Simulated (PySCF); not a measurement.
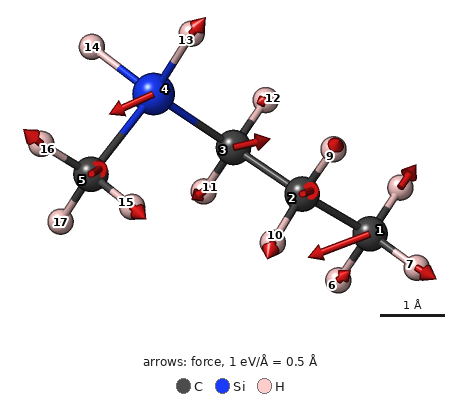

Starting geometry of C₄H₁₂Si with the computed forces as red arrows. Style: ball-and-stick. Shown from a free direction.

The start comes from GFN2-xTB. Its atoms were then displaced at random by about 0.01 Å.

All numbers below come from PySCF, PBE0-D3(BJ)/def2-SVP geometry optimisation, gas phase. 

Is this structure relaxed? If not, where do the atoms go?

Answer. It isn't relaxed: the largest force vector, on a C atom, is 2.12 eV/Å. The final displacements follow the starting forces only in part (cosine between the two patterns 0.50). The largest move after the best rigid fit is that of an H atom, 0.065 Å. Largest moves by element: H 0.065 Å, Si 0.042 Å, C 0.040 Å. Near-neighbour distances that change, for instance: H–Si 1.457 → 1.500 Å, C–Si 1.920 → 1.882 Å, C–Si 1.854 → 1.887 Å, C–H 1.072 → 1.102 Å. Among the angles between lasting bonds that change: H–C–H 109.0° → 105.5°, Si–C–H 111.2° → 108.0°, C–C–H 108.2° → 111.1°. The energy falls by 14.2 kJ/mol in 4 geometry steps.
